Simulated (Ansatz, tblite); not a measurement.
**C6H20O2Si3: one state, many levels**

Aim: run the singlet of C6H20O2Si3 at one geometry on many levels, and compare frontier levels, spin and run time.

Method: as each input shows; program: Ansatz 0.2.0, Gaussian basis.

The runs, in order: GFN1-xTB, GFN2-xTB, PBE-D4/def2-TZVP, r2SCAN-D4/def2-TZVP, HF/def2-TZVP, r2SCANh-D4/def2-TZVP, PBE-D4/def2-SVP, PBE0-D4/def2-SVP, HF/STO-3G, MP2/def2-SVP.

4 further runs of the same task are left out: 4 that didn't finish. Runs told in other sessions of the task aren't counted.

## Step 1: The geometry

The singlet was relaxed beforehand with r2SCAN-D4/def2-SVP.

SMILES `C[SiH](C)O[SiH](C)O[Si](C)(C)C`, 31 atoms, charge 0, spin multiplicity 1.

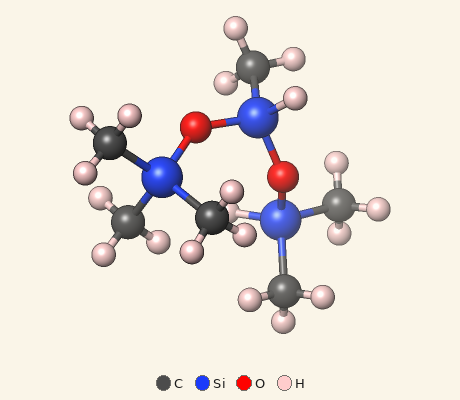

The geometry (carbon dark grey, silicon blue, oxygen red, hydrogen pink).

PBE0-D4/def2-TZVP was run before; its log isn't repeated, and its numbers join the tables.

## Step 2: GFN1-xTB

Tight binding, by tblite at 300 K electronic temperature and without a spin-polarisation term:

```python
tblite.interface.Calculator('GFN1-xTB', numbers, positions, charge=0, uhf=0).singlepoint()
```

Energy -1054.1989 eV, HOMO -11.20 eV, LUMO -3.92 eV; 0.031 s.

## Step 3: GFN2-xTB

Tight binding, by tblite at 300 K electronic temperature and without a spin-polarisation term:

```python
tblite.interface.Calculator('GFN2-xTB', numbers, positions, charge=0, uhf=0).singlepoint()
```

Energy -994.4611 eV, HOMO -10.48 eV, LUMO -4.44 eV; 0.025 s.

## Step 4: PBE-D4/def2-TZVP

start.molden holds the orbitals of an earlier run on this state, given as this run's starting guess.

Contents of in.yaml:

```yaml
crystal:
  periodic: [false, false, false]
  atoms:
    - {symbol: C, position_ang: [2.187306, 0.025832, -2.221580]}
    - {symbol: Si, position_ang: [2.255157, 0.338453, -0.380889]}
    - {symbol: C, position_ang: [3.979411, 0.074169, 0.292363]}
    - {symbol: O, position_ang: [1.206567, -0.732103, 0.359028]}
    - {symbol: Si, position_ang: [0.130475, -0.845776, 1.621748]}
    - {symbol: C, position_ang: [0.775321, 0.050320, 3.120423]}
    - {symbol: O, position_ang: [-1.313122, -0.166622, 1.182966]}
    - {symbol: Si, position_ang: [-2.217671, 0.013899, -0.222937]}
    - {symbol: C, position_ang: [-4.014938, 0.070895, 0.292936]}
    - {symbol: C, position_ang: [-1.880351, -1.440545, -1.359886]}
    - {symbol: C, position_ang: [-1.714551, 1.623610, -1.043416]}
    - {symbol: H, position_ang: [2.869288, 0.697859, -2.767999]}
    - {symbol: H, position_ang: [1.171052, 0.181351, -2.617913]}
    - {symbol: H, position_ang: [2.479839, -1.012926, -2.446608]}
    - {symbol: H, position_ang: [1.812809, 1.740740, -0.082645]}
    - {symbol: H, position_ang: [4.016180, 0.262262, 1.377563]}
    - {symbol: H, position_ang: [4.705475, 0.749475, -0.189829]}
    - {symbol: H, position_ang: [4.310555, -0.962672, 0.117855]}
    - {symbol: H, position_ang: [-0.059640, -2.300509, 1.881583]}
    - {symbol: H, position_ang: [0.931956, 1.117794, 2.892289]}
    - {symbol: H, position_ang: [0.058194, -0.011638, 3.954665]}
    - {symbol: H, position_ang: [1.732854, -0.375178, 3.461679]}
    - {symbol: H, position_ang: [-4.308356, -0.862401, 0.800999]}
    - {symbol: H, position_ang: [-4.681117, 0.207489, -0.574870]}
    - {symbol: H, position_ang: [-4.195866, 0.903454, 0.992605]}
    - {symbol: H, position_ang: [-2.185147, -2.391489, -0.891470]}
    - {symbol: H, position_ang: [-0.804465, -1.511929, -1.590866]}
    - {symbol: H, position_ang: [-2.427767, -1.346355, -2.312719]}
    - {symbol: H, position_ang: [-2.311076, 1.818127, -1.950424]}
    - {symbol: H, position_ang: [-1.856328, 2.474923, -0.357048]}
    - {symbol: H, position_ang: [-0.652035, 1.609472, -1.337635]}
basis:
  gaussian: {orbitals: def2-TZVP, initial_orbitals: start.molden}
hamiltonian: {xc: pbe, dispersion: d4}
scf: {omitted_lower_state_checks: [starts]}
output: {forces: true, orbitals: {seedname: orbitals}}
```

Started as:

```
$ ansatz run in.yaml --threads 4 --pin off --events-out ev --progress --plain --max-ram 6963MiB
```

Standard output, cut to the lines that bear on the results:

```text
Functional definition: PBE
  name "PBE"
  cite "Perdew, Burke & Ernzerhof, Phys. Rev. Lett. 77, 3865 (1996) doi:10.1103/PhysRevLett.77.3865"
  parent pbe
[...]
3018 factors; their error is unknown
[...]
mean field -34261.72564416 eV, -1259.0951939912 hartree, gradient 1.3e-5 eV, S^2 0.000000; 0 other end points of the search recorded, 0 dependent functions left out
[...]
reference -34261.72571698 eV, -1259.0951966673 hartree; 57, 57 occupied and 422, 422 virtual orbitals, 3018 factors
Total energy: -34262.63328210 eV, -1259.1285490702 hartree
Atom 0 at     2.187306     0.025832    -2.221580 Å, force    -0.042713    -0.031351    -0.141755 eV/Å
Atom 1 at     2.255157     0.338453    -0.380889 Å, force    -0.196594    -0.233065     0.180273 eV/Å
Atom 2 at     3.979411     0.074169     0.292363 Å, force     0.126328    -0.017687     0.072234 eV/Å
Atom 3 at     1.206567    -0.732103     0.359028 Å, force     0.029224     0.101653     0.086324 eV/Å
Atom 4 at     0.130475    -0.845776     1.621748 Å, force    -0.033951     0.289231    -0.405675 eV/Å
Atom 5 at     0.775321     0.050320     3.120423 Å, force     0.012007     0.088065     0.123522 eV/Å
Atom 6 at    -1.313122    -0.166622     1.182966 Å, force     0.061652    -0.106536    -0.088558 eV/Å
Atom 7 at    -2.217671     0.013899    -0.222937 Å, force     0.204031    -0.046921     0.210762 eV/Å
[...]
Atom 15 at     4.016180     0.262262     1.377563 Å, force    -0.011009    -0.008201    -0.064411 eV/Å
Atom 16 at     4.705475     0.749475    -0.189829 Å, force    -0.050255    -0.034972     0.018405 eV/Å
Atom 17 at     4.310555    -0.962672     0.117855 Å, force    -0.018335     0.059835     0.003261 eV/Å
Atom 18 at    -0.059640    -2.300509     1.881583 Å, force    -0.008682    -0.064497    -0.013841 eV/Å
Atom 19 at     0.931956     1.117794     2.892289 Å, force    -0.003186    -0.069060     0.010431 eV/Å
Atom 20 at     0.058194    -0.011638     3.954665 Å, force     0.037168    -0.005862    -0.046272 eV/Å
Atom 21 at     1.732854    -0.375178     3.461679 Å, force    -0.056711     0.012569    -0.033917 eV/Å
Atom 22 at    -4.308356    -0.862401     0.800999 Å, force     0.020986     0.057685    -0.039040 eV/Å
Atom 23 at    -4.681117     0.207489    -0.574870 Å, force     0.052264    -0.005849     0.041615 eV/Å
Atom 24 at    -4.195866     0.903454     0.992605 Å, force     0.012973    -0.049983    -0.051413 eV/Å
Atom 25 at    -2.185147    -2.391489    -0.891470 Å, force     0.019048     0.072614    -0.027881 eV/Å
Atom 26 at    -0.804465    -1.511929    -1.590866 Å, force    -0.082241     0.006829     0.009421 eV/Å
Atom 27 at    -2.427767    -1.346355    -2.312719 Å, force     0.029265     0.004772     0.064394 eV/Å
Atom 28 at    -2.311076     1.818127    -1.950424 Å, force     0.024272    -0.021812     0.058368 eV/Å
Atom 29 at    -1.856328     2.474923    -0.357048 Å, force     0.002061    -0.062180    -0.047808 eV/Å
Atom 30 at    -0.652035     1.609472    -1.337635 Å, force    -0.074352    -0.004246     0.027597 eV/Å
Dipole moment:     0.123762     0.080048    -0.119916 e Å
Checks for a lower state left out: starts
```

It took 16 s on 4 threads of Arm Neoverse V1, shared host; peak memory 1.3 GiB.

HOMO -6.48 eV, LUMO 0.04 eV.

## Step 5: r2SCAN-D4/def2-TZVP

Changes to in.yaml since step 4:

```diff
@@ -36,4 +36,4 @@
   gaussian: {orbitals: def2-TZVP, initial_orbitals: start.molden}
-hamiltonian: {xc: pbe, dispersion: d4}
+hamiltonian: {xc: r2scan, dispersion: d4}
 scf: {omitted_lower_state_checks: [starts]}
-output: {forces: true, orbitals: {seedname: orbitals}}
+output: {orbitals: {seedname: orbitals}}
```

The command is unchanged.

Standard output:

```text
Functional definition: r2SCAN
  name "r2SCAN"
  cite "Furness, Kaplan, Ning, Perdew & Sun, J. Phys. Chem. Lett. 11, 8208 (2020) doi:10.1021/acs.jpclett.0c02405"
  cite "Furness, Kaplan, Ning, Perdew & Sun, J. Phys. Chem. Lett. 11, 9248 (2020) doi:10.1021/acs.jpclett.0c03077"
  parent r2scan
  parameter k0 = 0.174
  parameter k1 = 0.065
  parameter a1 = 4.9479
  exchange = r2scan_x(k0 = k0, k1 = k1, a1 = a1)
  correlation = r2scan_c
these checks for a lower state are left out or cut short: starts
3018 factors; their error is unknown
mean field evaluation 1: about -34280.1713 eV, gradient 9.4e0 eV
mean field evaluation 2: about -34280.2515 eV, gradient 9.3e-2 eV
mean field evaluation 4: about -34280.1827 eV, gradient 4.9e-4 eV
mean field -34280.18267009 eV, -1259.7734771833 hartree, gradient 2.6e-5 eV, S^2 0.000000; 0 other end points of the search recorded, 0 dependent functions left out
reference -34280.18269100 eV, -1259.7734779519 hartree; 57, 57 occupied and 422, 422 virtual orbitals, 3018 factors
Total energy: -34280.45101679 eV, -1259.7833387429 hartree
Checks for a lower state left out: starts
```

Wall time 27 s (4 threads of Arm Neoverse V1, shared host); peak memory 1.4 GiB.

From the report: HOMO -6.80 eV, LUMO 0.57 eV.

## Step 6: HF/def2-TZVP

Changes to in.yaml since step 5:

```diff
@@ -36,4 +36,4 @@
   gaussian: {orbitals: def2-TZVP, initial_orbitals: start.molden}
-hamiltonian: {xc: r2scan, dispersion: d4}
+hamiltonian: {xc: hf}
 scf: {omitted_lower_state_checks: [starts]}
-output: {orbitals: {seedname: orbitals}}
+output: {forces: true, orbitals: {seedname: orbitals}}
```

The command is unchanged.

Standard output, cut to the lines that bear on the results:

```text
Functional definition: HF
  name "HF"
  cite "Fock, Z. Phys. 61, 126 (1930) doi:10.1007/BF01340294"
  parent pbe
[...]
3566 factors; their error is unknown
[...]
mean field -34173.67835736 eV, -1255.8595158819 hartree, gradient 9.0e-6 eV, S^2 0.000000; 0 other end points of the search recorded, 0 dependent functions left out
[...]
reference -34173.67835736 eV, -1255.8595158819 hartree; 57, 57 occupied and 422, 422 virtual orbitals, 3566 factors
Total energy: -34173.67835736 eV, -1255.8595158819 hartree
Atom 0 at     2.187306     0.025832    -2.221580 Å, force    -0.053411    -0.085297    -0.567590 eV/Å
Atom 1 at     2.255157     0.338453    -0.380889 Å, force    -0.798069    -0.660408     0.596232 eV/Å
Atom 2 at     3.979411     0.074169     0.292363 Å, force     0.508091    -0.069061     0.227654 eV/Å
[...]
Atom 22 at    -4.308356    -0.862401     0.800999 Å, force     0.138723     0.482259    -0.264650 eV/Å
Atom 23 at    -4.681117     0.207489    -0.574870 Å, force     0.325257    -0.068029     0.433760 eV/Å
Atom 24 at    -4.195866     0.903454     0.992605 Å, force     0.084595    -0.429322    -0.365931 eV/Å
Atom 25 at    -2.185147    -2.391489    -0.891470 Å, force     0.153419     0.489847    -0.251724 eV/Å
Atom 26 at    -0.804465    -1.511929    -1.590866 Å, force    -0.619065     0.009292     0.089542 eV/Å
Atom 27 at    -2.427767    -1.346355    -2.312719 Å, force     0.275595    -0.042229     0.490464 eV/Å
Atom 28 at    -2.311076     1.818127    -1.950424 Å, force     0.297167    -0.096966     0.458429 eV/Å
Atom 29 at    -1.856328     2.474923    -0.357048 Å, force     0.063033    -0.438478    -0.365570 eV/Å
Atom 30 at    -0.652035     1.609472    -1.337635 Å, force    -0.618789     0.036420     0.147588 eV/Å
Dipole moment:     0.124604     0.081524    -0.115280 e Å
Checks for a lower state left out: starts
```

Run time: 50 s. Hardware: 4 threads of Arm Neoverse V1, shared host; peak memory 3 GiB.

Report: HOMO -11.23 eV, LUMO 3.34 eV.

## Step 7: r2SCANh-D4/def2-TZVP

Changes to in.yaml since step 6:

```diff
@@ -36,4 +36,4 @@
   gaussian: {orbitals: def2-TZVP, initial_orbitals: start.molden}
-hamiltonian: {xc: hf}
+hamiltonian: {xc: {name: r2SCANh}, dispersion: d4}
 scf: {omitted_lower_state_checks: [starts]}
-output: {forces: true, orbitals: {seedname: orbitals}}
+output: {orbitals: {seedname: orbitals}}
```

Same command.

Standard output, cut to the lines that bear on the results:

```text
Functional definition: r2SCANh
  name "r2SCANh"
  cite "Bursch, Neugebauer, Ehlert & Grimme, J. Chem. Phys. 156, 134105 (2022) doi:10.1063/5.0086040"
  cite "Furness, Kaplan, Ning, Perdew & Sun, J. Phys. Chem. Lett. 11, 8208 (2020) doi:10.1021/acs.jpclett.0c02405"
  cite "Furness, Kaplan, Ning, Perdew & Sun, J. Phys. Chem. Lett. 11, 9248 (2020) doi:10.1021/acs.jpclett.0c03077"
  parent r2scan
[...]
3018 factors; their error is unknown
[...]
mean field -34279.62714840 eV, -1259.7530621379 hartree, gradient 2.1e-5 eV, S^2 0.000000; 0 other end points of the search recorded, 0 dependent functions left out
reference -34279.62716762 eV, -1259.7530628441 hartree; 57, 57 occupied and 422, 422 virtual orbitals, 3018 factors
Total energy: -34279.91274950 eV, -1259.7635577847 hartree
Checks for a lower state left out: starts
```

It took 46 s on 4 threads of Arm Neoverse V1, shared host; peak memory 2.9 GiB.

HOMO -7.31 eV, LUMO 0.83 eV.

## Step 8: PBE-D4/def2-SVP

Changes to in.yaml since step 7:

```diff
@@ -35,4 +35,4 @@
 basis:
-  gaussian: {orbitals: def2-TZVP, initial_orbitals: start.molden}
-hamiltonian: {xc: {name: r2SCANh}, dispersion: d4}
+  gaussian: {orbitals: def2-SVP, initial_orbitals: start.molden}
+hamiltonian: {xc: pbe, dispersion: d4}
 scf: {omitted_lower_state_checks: [starts]}
```

Same command.

Standard output:

```text
Functional definition: PBE
  name "PBE"
  cite "Perdew, Burke & Ernzerhof, Phys. Rev. Lett. 77, 3865 (1996) doi:10.1103/PhysRevLett.77.3865"
  parent pbe
  parameter kappa = 0.804
  parameter beta = 0.06672455060314922
  exchange = pbe_x(kappa = kappa, mu = beta*pi^2/3)
  correlation = pbe_c(beta = beta)
these checks for a lower state are left out or cut short: starts
2982 factors; their error is unknown
mean field evaluation 1: about -34240.3471 eV, gradient 1.3e1 eV
mean field evaluation 2: about -34240.8073 eV, gradient 3.1e-1 eV
mean field evaluation 4: about -34240.6362 eV, gradient 5.7e-4 eV
mean field -34240.63620777 eV, -1258.3201714988 hartree, gradient 1.6e-5 eV, S^2 0.000000; 0 other end points of the search recorded, 0 dependent functions left out
reference -34240.63626767 eV, -1258.3201737000 hartree; 57, 57 occupied and 209, 209 virtual orbitals, 2982 factors
Total energy: -34241.54383279 eV, -1258.3535261029 hartree
Checks for a lower state left out: starts
```

It took 6.5 s on 4 threads of Arm Neoverse V1, shared host.

From the report: HOMO -6.33 eV, LUMO 0.49 eV.

## Step 9: PBE0-D4/def2-SVP

Changes to in.yaml since step 8:

```diff
@@ -36,3 +36,3 @@
   gaussian: {orbitals: def2-SVP, initial_orbitals: start.molden}
-hamiltonian: {xc: pbe, dispersion: d4}
+hamiltonian: {xc: pbe0, dispersion: d4}
 scf: {omitted_lower_state_checks: [starts]}
```

Same command.

Standard output:

```text
Functional definition: PBE0
  name "PBE0"
  cite "Adamo & Barone, J. Chem. Phys. 110, 6158 (1999) doi:10.1063/1.478522"
  cite "Perdew, Burke & Ernzerhof, Phys. Rev. Lett. 77, 3865 (1996) doi:10.1103/PhysRevLett.77.3865"
  parent pbe
  parameter a = 0.25
  parameter kappa = 0.804
  parameter beta = 0.06672455060314922
  exchange = (1 - a)*pbe_x(kappa = kappa, mu = beta*pi^2/3) + a*exact_x
  correlation = pbe_c(beta = beta)
these checks for a lower state are left out or cut short: starts
2982 factors; their error is unknown
mean field evaluation 1: about -34244.4964 eV, gradient 1.0e1 eV
mean field evaluation 2: about -34244.7611 eV, gradient 1.9e-1 eV
mean field evaluation 4: about -34244.8821 eV, gradient 3.1e-4 eV
mean field -34244.88214004 eV, -1258.4762066316 hartree, gradient 1.2e-5 eV, S^2 0.000000; 0 other end points of the search recorded, 0 dependent functions left out
reference -34244.88218721 eV, -1258.4762083652 hartree; 57, 57 occupied and 209, 209 virtual orbitals, 2982 factors
Total energy: -34245.67712267 eV, -1258.5054217044 hartree
Checks for a lower state left out: starts
```

Wall time 13 s (4 threads of Arm Neoverse V1, shared host); peak memory 1.6 GiB.

From the report: HOMO -7.76 eV, LUMO 1.32 eV.

## Step 10: HF/STO-3G

Changes to in.yaml since step 9:

```diff
@@ -35,4 +35,4 @@
 basis:
-  gaussian: {orbitals: def2-SVP, initial_orbitals: start.molden}
-hamiltonian: {xc: pbe0, dispersion: d4}
+  gaussian: {orbitals: STO-3G}
+hamiltonian: {xc: hf}
 scf: {omitted_lower_state_checks: [starts]}
```

Launched as before.

Standard output:

```text
Functional definition: HF
  name "HF"
  cite "Fock, Z. Phys. 61, 126 (1930) doi:10.1007/BF01340294"
  parent pbe
  exchange = exact_x
  correlation = 0
these checks for a lower state are left out or cut short: starts
1148 factors; integrals over basis functions are off by at most 4.3e-5 eV
mean field evaluation 1: about -33760.0951 eV, gradient 3.3e1 eV
mean field evaluation 2: about -33760.4425 eV, gradient 3.3e1 eV
mean field evaluation 4: about -33764.3784 eV, gradient 2.2e0 eV
mean field evaluation 8: about -33764.3995 eV, gradient 4.3e-4 eV
mean field -33764.39951008 eV, -1240.8187956634 hartree, gradient 1.9e-5 eV, S^2 0.000000; 0 other end points of the search recorded, 0 dependent functions left out
reference -33764.39951008 eV, -1240.8187956634 hartree; 57, 57 occupied and 30, 30 virtual orbitals, 1148 factors
Total energy: -33764.39951008 eV, -1240.8187956634 hartree
Checks for a lower state left out: starts
```

It took 0.85 s on 4 threads of Arm Neoverse V1, shared host.

HOMO -7.85 eV, LUMO 11.63 eV.

## Step 11: MP2/def2-SVP

Changes to in.yaml since step 10:

```diff
@@ -35,4 +35,4 @@
 basis:
-  gaussian: {orbitals: STO-3G}
-hamiltonian: {xc: hf}
+  gaussian: {orbitals: def2-SVP, initial_orbitals: start.molden}
+correlation: {method: mp2}
 scf: {omitted_lower_state_checks: [starts]}
```

Same command.

Standard output:

```text
Functional definition: HF
  name "HF"
  cite "Fock, Z. Phys. 61, 126 (1930) doi:10.1007/BF01340294"
  parent pbe
  exchange = exact_x
  correlation = 0
these checks for a lower state are left out or cut short: starts
2676 factors; integrals over basis functions are off by at most 1.2e-3 eV
mean field evaluation 1: about -34151.1415 eV, gradient 3.0e1 eV
mean field evaluation 2: about -34152.7239 eV, gradient 1.3e0 eV
mean field evaluation 4: about -34152.7370 eV, gradient 3.8e-2 eV
mean field evaluation 8: about -34152.7370 eV, gradient 1.7e-6 eV
mean field -34152.73699024 eV, -1255.0899348348 hartree, gradient 1.7e-6 eV, S^2 0.000000; 0 other end points of the search recorded, 0 dependent functions left out
23 core orbitals not correlated: weight in the atoms' cores, before any rotation towards them, 1.000 or more for the frozen orbitals, at most 0.000 for the correlated occupied ones
reference -34152.73699024 eV, -1255.0899348348 hartree; 34, 34 occupied and 209, 209 virtual orbitals, 2676 factors
second order -41.50977394 eV of doubles, -0.00000000 eV of singles
Total energy: -34194.24676418 eV, -1256.6153908906 hartree
Checks for a lower state left out: starts
```

Run time: 12 s. Hardware: 4 threads of Arm Neoverse V1, shared host; peak memory 0.99 GiB.

From the report: Hartree-Fock HOMO -11.23 eV, LUMO 4.20 eV.

## Step 12: Comparison

```
               level  functions  HOMO (eV)  LUMO (eV)  gap (eV)    time
           HF/STO-3G         87      -7.85      11.63     19.48  0.85 s
        HF/def2-TZVP        479     -11.23       3.34     14.57    50 s
     PBE-D4/def2-SVP        266      -6.33       0.49      6.81   6.5 s
    PBE-D4/def2-TZVP        479      -6.48       0.04      6.51    16 s
 r2SCAN-D4/def2-TZVP        479      -6.80       0.57      7.37    27 s
r2SCANh-D4/def2-TZVP        479      -7.31       0.83      8.14    46 s
    PBE0-D4/def2-SVP        266      -7.76       1.32      9.08    13 s
   PBE0-D4/def2-TZVP        479      -7.85       0.82      8.67    35 s
```

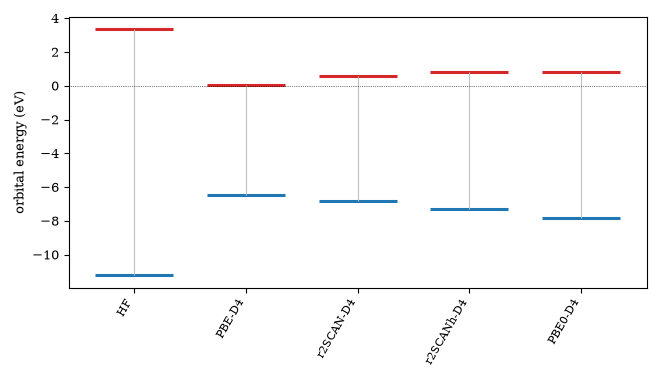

Highest filled (blue) and lowest empty (red) level in def2-TZVP.

Energy pieces by basis (eV):

```
   basis           HF  MP2 correlation              total
def2-SVP  -34152.7370         -41.5098  -34194.2468 (MP2)
```

## Step 13: Binding energy

Free atoms were run apart at each level; binding is atoms less cluster, divided by the number of atoms, without zero-point or spin-orbit terms.

```
               level  binding an atom (eV)
           HF/STO-3G                 3.766
         HF/def2-SVP                 3.102
        HF/def2-TZVP                 3.094
     PBE-D4/def2-SVP                 4.101
    PBE-D4/def2-TZVP                 4.101
 r2SCAN-D4/def2-TZVP                 4.079
r2SCANh-D4/def2-TZVP                 4.063
    PBE0-D4/def2-SVP                 4.064
   PBE0-D4/def2-TZVP                 4.064
        MP2/def2-SVP                 3.884
```

## Step 14: What came out

```
                                                                  quantity                                  value
gap in def2-TZVP, named functionals and Hartree-Fock, smallest and largest        6.51 eV (PBE-D4), 14.57 eV (HF)
                                          correlation energy, MP2/def2-SVP                              -41.51 eV
                                 binding an atom, functionals in def2-TZVP  4.06 (r2SCANh-D4) to 4.10 eV (PBE-D4)
                           PBE0 total energy, smallest basis above largest         20.76 eV (def2-SVP, def2-TZVP)
```

What this shows: Over the named functionals and Hartree-Fock in def2-TZVP the gap runs from 6.51 eV (PBE-D4) to 14.57 eV (HF); exact exchange widens it.

The slowest run with a step of its own, HF/def2-TZVP, took 50 s; the quickest functional in def2-TZVP took 16 s (shared host).
